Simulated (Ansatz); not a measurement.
**CH5Si2 (SMILES [CH-]=[SiH][SiH3]) (charge −1): density, localisation and related maps**

Input

```
crystal:
  periodic: [false, false, false]
  atoms:
    - { symbol: C, position_ang: [-1.70173, 1.06032, -1.60547] }
    - { symbol: Si, position_ang: [-0.2559, 0.73468, -0.69881] }
    - { symbol: Si, position_ang: [0.75075, -0.62649, 0.83448] }
    - { symbol: H, position_ang: [-2.54527, 0.35676, -1.42736] }
    - { symbol: H, position_ang: [0.85543, 1.74791, -1.00183] }
    - { symbol: H, position_ang: [1.18906, -0.12046, 2.17953] }
    - { symbol: H, position_ang: [1.93962, -1.47335, 0.48001] }
    - { symbol: H, position_ang: [-0.23196, -1.67937, 1.23946] }
total_charge: -1
basis:
  gaussian: { orbitals: def2-SVP }
hamiltonian:
  xc: pbe
relax:
  f_tol: 0.02
  max_steps: 40
output:
  orbitals: {}
```

Run with:

```sh
ansatz run input.yaml --threads 1 --pin off --max-ram 2048MiB --backend cpu --events-out ev --progress --plain --runs-dir out
```

The fields are those of the run's last geometry, not of the input's.

The highest occupied orbital lies above zero, a sign that basis and functional describe the outermost electron poorly.

These are results of RKS PBE/def2-SVP in Ansatz 0.2.0, not measurements.

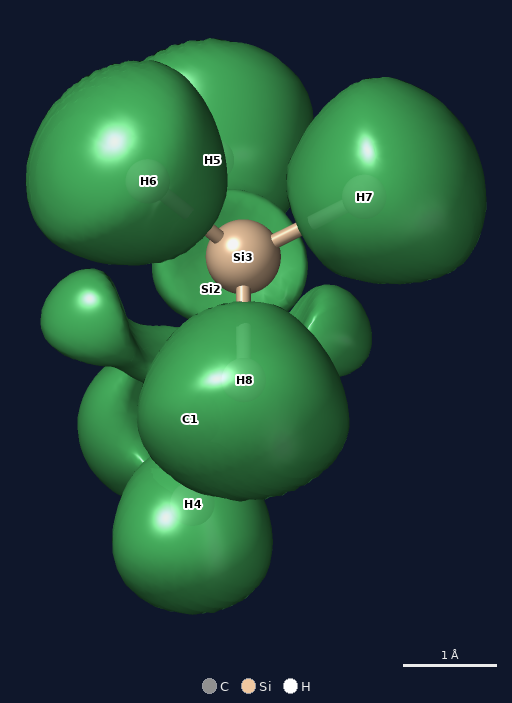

Figure 1. Isosurface of the electron localisation function at 0.8 (green), seen at an oblique angle. Only the valence region is drawn (cores and ρ < 0.01 e/Å³ removed).

Q: What do the ELF domains correspond to?

A: The surface consists of one region between bonded Si–Si atoms (shared pairs), four regions around hydrogen nuclei and one joined region spread over several atoms (C, H, Si), in which their bonds and any lone pairs are merged. Along the contacts the grid gives the following. C–Si (1.74 Å): the ELF peaks at about 0.90 between the atoms (a covalent bond). Si–Si (2.39 Å): the ELF peaks at about 0.95 between the atoms (a covalent bond).

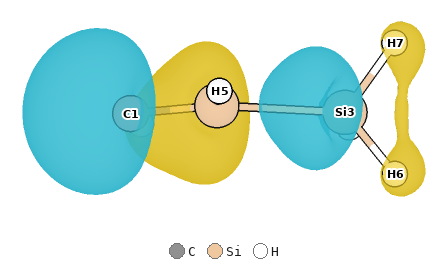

Figure 2. The HOMO at ±0.08 Å⁻³ᐟ² (yellow and cyan are the two phases), seen from one side.

Q: Describe this orbital and give its energy.

A: By Hirshfeld shares it lies mainly on C1 (about 65 %), Si2 (about 15 %) and Si3 (about 10 %). Its energy is 0.77 eV.

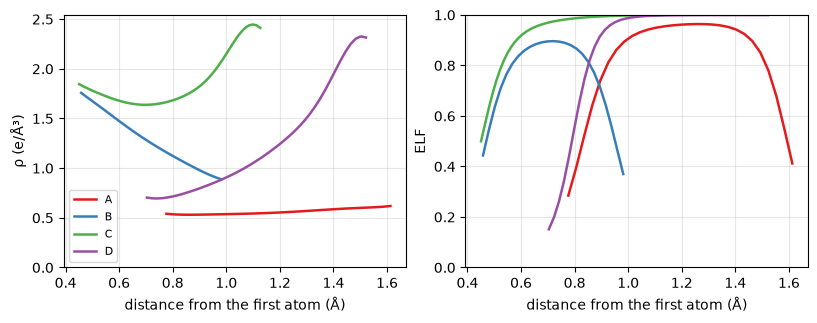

Figure 3. Total electron density and ELF along straight lines between neighbouring atoms. The curves leave out the atomic cores.

Q: Which curve belongs to which contact (C–H, C–Si, Si–H and Si–Si)? The first atom named is at distance zero.

A: Curve A: Si–Si (2.39 Å): ρ is about 0.55 e/Å³ halfway; the ELF peaks at about 0.95 between the atoms (a shared electron pair). Curve B: C–Si (1.74 Å): ρ at the midpoint is about 1 e/Å³; the ELF peaks at about 0.90 between the atoms: localised, covalent bonding. Curve C: C–H (1.13 Å): ρ at the midpoint is about 1.7 e/Å³; the ELF climbs to about 1 towards the hydrogen, as it does in any bond to H: a covalent bond by its length. Curve D: Si–H (1.52 Å): ρ at the midpoint is about 0.7 e/Å³; the ELF climbs to about 1 towards the hydrogen.
